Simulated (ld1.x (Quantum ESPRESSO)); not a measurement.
# Pseudopotential generation for indium: PAW, PBE

Do these settings give a usable potential? It is generated, then checked for transferability, scattering, ghosts and hardness.

The numbers are computed with ld1.x (Quantum ESPRESSO) 7.5 (PBE, scalar-relativistic, spin-unpolarised reference atom).

## Step 1: Settings

Typed settings, in words:

| Quantity | Value |
| --- | --- |
| element | indium (In, Z = 49) |
| type | PAW |
| frozen core | [Kr] |
| valence charge | 13 |
| reference configuration | 4d10 5s2 5p1 |
| partial waves | 5s (bound): rcut 1.75, rcutus 2.45 bohr; 5s channel at 0.05 Ry: rcut 1.75, rcutus 2.45 bohr; 5p (bound): rcut 2.35, rcutus 2.55 bohr; 5p channel at 0.4 Ry: rcut 2.35, rcutus 2.55 bohr; 4d (bound): rcut 1.15, rcutus 1.50 bohr; 4d channel at -1.05 Ry: rcut 1.15, rcutus 1.50 bohr |
| local potential | all-electron potential smoothed inside 1.85 bohr (lloc = -2) |
| core correction | not asked for |
| augmentation charge | BESSEL, radius 1.15 bohr |

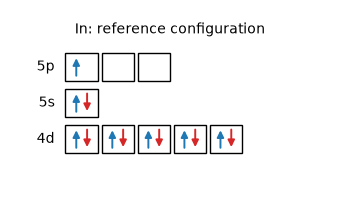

The outer shells as boxes. The arrows follow Hund's rule for the drawing; the calculation itself is spin-unpolarised.

## Step 2: Generation

Input file In.in:

```
 &input
   title='In', zed=49., rel=1, dft='PBE', iswitch=3,
   config='[Kr] 4d10 5s2 5p1',
   nld=3, rlderiv=2.75, eminld=-3.0, emaxld=5.0, deld=0.02
 /
 &inputp
   pseudotype=3, lpaw=.true., tm=.true., lloc=-2, rcloc=1.85,
   nlcc=.false.,
   which_augfun='BESSEL', rmatch_augfun=1.15,
   file_pseudopw='In.UPF', file_wfcaegen='ae.wfc', file_wfcncgen='nc.wfc', file_beta='beta', file_chi='chi', file_wfcusgen='us.wfc'
 /
6
5S  1  0   2.00   0.00  1.75  2.45  0.0
5S  1  0   0.00   0.05  1.75  2.45  0.0
5P  2  1   1.00   0.00  2.35  2.55  0.0
5P  2  1   0.00   0.40  2.35  2.55  0.0
4D  3  2  10.00   0.00  1.15  1.50  0.0
4D  3  2   0.00  -1.05  1.15  1.50  0.0
 &test
   configts(1)='4d10 5s2 5p1'
 /
```

Run with:

```
$ ld1.x < In.in > In.out
```

The output, In.out (without the banner and most projector matrices):

```text
     Program LD1 v.7.5
     --------------------------- All-electron run ----------------------------

     In
     scalar relativistic calculation

     atomic number is 49.00
     dft =PBE   lsd =0 sic =0 latt =0  beta=0.20 tr2=1.0E-14
     Exchange-correlation= PBE
                           (   1   4   3   4   0   0   0)
     mesh =1241 r(mesh) = 100.30140 a.u. xmin = -7.00 dx = 0.01250
     1 Ry =  13.60569312 eV, c = 137.03599908

     n l     nl                  e(Ry)          e(Ha)          e(eV)
     1 0     1S 1( 2.00)     -2039.9100     -1019.9550    -27754.3892
     2 0     2S 1( 2.00)      -305.4337      -152.7169     -4155.6374
     2 1     2P 1( 6.00)      -274.1375      -137.0687     -3729.8300
     3 0     3S 1( 2.00)       -57.9587       -28.9793      -788.5681
     3 1     3P 1( 6.00)       -47.7106       -23.8553      -649.1352
     4 0     4S 1( 2.00)        -8.7948        -4.3974      -119.6592
     4 1     4P 1( 6.00)        -5.7424        -2.8712       -78.1300
     3 2     3D 1(10.00)       -31.8038       -15.9019      -432.7123
     4 2     4D 1(10.00)        -1.3688        -0.6844       -18.6233
     5 0     5S 1( 2.00)        -0.6035        -0.3017        -8.2110
     5 1     5P 1( 1.00)        -0.1851        -0.0926        -2.5185

     final scf error:  6.5E-15 reached in  26 iterations

     Etot =  -11763.278081 Ry,   -5881.639040 Ha, -160047.551690 eV

     Ekin =   12261.098761 Ry,    6130.549381 Ha,  166820.747093 eV
     Encl =  -28443.021702 Ry,  -14221.510851 Ha, -386987.024767 eV
     Eh   =    4737.642377 Ry,    2368.821188 Ha,   64458.908302 eV
     Exc  =    -318.997517 Ry,    -159.498758 Ha,   -4340.182318 eV

     normalization and overlap integrals

     s(1S/1S) =  1.000000  <r> =   0.0297  <r2> =    0.0012  r(max) =   0.0192
     s(2S/2S) =  1.000000  <r> =   0.1285  <r2> =    0.0195  r(max) =   0.1090
     s(2P/2P) =  1.000000  <r> =   0.1122  <r2> =    0.0154  r(max) =   0.0870
     s(3S/3S) =  1.000000  <r> =   0.3486  <r2> =    0.1390  r(max) =   0.3153
     s(3P/3P) =  1.000000  <r> =   0.3471  <r2> =    0.1399  r(max) =   0.3075
     s(4S/4S) =  1.000000  <r> =   0.8480  <r2> =    0.8143  r(max) =   0.7658
     s(4P/4P) =  1.000000  <r> =   0.9218  <r2> =    0.9725  r(max) =   0.8152
     s(3D/3D) =  1.000000  <r> =   0.3243  <r2> =    0.1250  r(max) =   0.2581
     s(4D/4D) =  1.000000  <r> =   1.1828  <r2> =    1.6828  r(max) =   0.9354
     s(5S/5S) =  1.000000  <r> =   2.6097  <r2> =    7.8334  r(max) =   2.1612
     s(5P/5P) =  1.000000  <r> =   3.7447  <r2> =   16.6771  r(max) =   2.8453

     ------------------------ End of All-electron run ------------------------

     --------------------- Generating PAW atomic setup --------------------

      Generating local potential from pseudized AE potential:
      Matching radius rcloc =   1.8500
      Enforcing V''(0)=0 (lloc=-2)

      Local pseudo, rcloc= 1.837 Estimated cut-off energy=     9.65 Ry

      Computing core charge for PAW:

       r > 0.68 : true rho core
       r < 0.68 : rho core = a sin(br)/r    a=  22.94  b=   3.07

      Integrated core pseudo-charge :  11.20
      Wfc-us  5S rcutus= 2.480  Estimated cut-off energy=     7.57 Ry
      Wfc-us  5S rcutus= 2.480  Estimated cut-off energy=     8.94 Ry
      Wfc-us  5P rcutus= 2.543  Estimated cut-off energy=    11.35 Ry
      Wfc-us  5P rcutus= 2.543  Estimated cut-off energy=    12.26 Ry
      Wfc-us  4D rcutus= 1.504  Estimated cut-off energy=    51.77 Ry
      Wfc-us  4D rcutus= 1.504  Estimated cut-off energy=    53.39 Ry

     Required augmentation: BESSEL   radius:    1.150000
     Suggested rho cutoff for augmentation:  74.19 Ry

     Estimated PAW energy = -410.586237 Ryd

     The PAW screened D coefficients
     1.47507     1.18085     0.00000     0.00000     0.00000     0.00000
     1.18085     0.94823     0.00000     0.00000     0.00000     0.00000
     0.00000     0.00000     0.26205     0.30089     0.00000     0.00000
     0.00000     0.00000     0.30089     0.34630     0.00000     0.00000
     0.00000     0.00000     0.00000     0.00000    -3.89122    -2.22979
     0.00000     0.00000     0.00000     0.00000    -2.22979    -1.27763

     The PAW descreened D coefficients (US)
    -0.60365    -0.48214     0.00000     0.00000     0.00000     0.00000
    -0.48214    -0.38499     0.00000     0.00000     0.00000     0.00000
     0.00000     0.00000    -0.13018    -0.15667     0.00000     0.00000
     0.00000     0.00000    -0.15667    -0.18768     0.00000     0.00000
     0.00000     0.00000     0.00000     0.00000    -2.25807    -1.26723
     0.00000     0.00000     0.00000     0.00000    -1.26723    -0.71047

     ------------------- End of pseudopotential generation -------------------

     [... the all-electron block is printed once more ...]


     Computing logarithmic derivative in   2.75784
     Computing logarithmic derivative in   2.75784
     Computing the partial wave expansion
     R is outside the sphere for l=    0 j= 0.00
     R is outside the sphere for l=    0 j= 0.00
     R is outside the sphere for l=    1 j= 0.00
     R is outside the sphere for l=    1 j= 0.00
     R is outside the sphere for l=    2 j= 0.00
     R is outside the sphere for l=    2 j= 0.00

     ---------------------- Testing the pseudopotential ----------------------

     In
     scalar relativistic calculation

     atomic number is 49.00   valence charge is 13.00
     dft = SLA  PW   PBX  PBC   lsd =0 sic =0 latt =0  beta=0.20 tr2=1.0E-14
     mesh =1241 r(mesh) = 100.30140 xmin = -7.00 dx = 0.01250

     n l     nl             e AE (Ry)        e PS (Ry)    De AE-PS (Ry)
     3 2     4D   1(10.00)       -1.36879       -1.36873       -0.00006
     1 0     5S   1( 2.00)       -0.60349       -0.60349       -0.00001
     2 1     5P   1( 1.00)       -0.18511       -0.18510       -0.00001

     eps = 2.3E-15  iter =  6

     Etot =  -11763.278081 Ry,   -5881.639040 Ha, -160047.551690 eV
     Etotps =  -410.586238 Ry,    -205.293119 Ha,   -5586.310355 eV

     Ekin =     220.550356 Ry,     110.275178 Ha,    3000.740459 eV
     Encl =    -415.368782 Ry,    -207.684391 Ha,   -5651.380178 eV
     Ehrt =     103.229839 Ry,      51.614919 Ha,    1404.513505 eV
     Ecxc =    -318.997651 Ry,    -159.498825 Ha,   -4340.184141 eV

     ---------------------- End of pseudopotential test ----------------------
```

Wall time 1.7 s (1 thread, shared host). This counts the later configuration tests of the new file too.

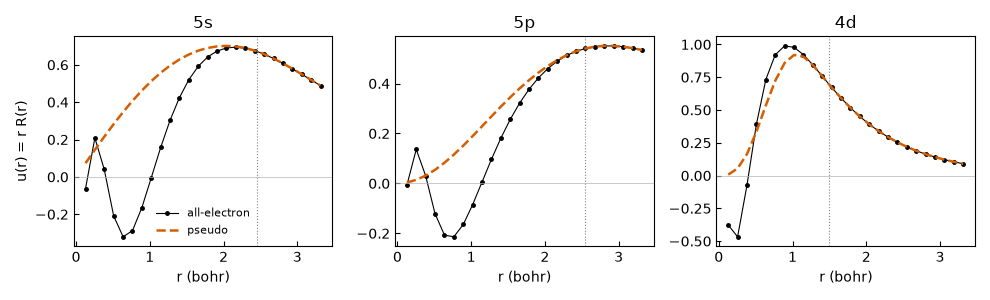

All-electron and pseudo partial waves (5s, 5p, 4d), with the matching radii dotted. The curves join 26 sampled radii, too few to resolve the innermost nodes.

(Part 1 of 2 ends here.)
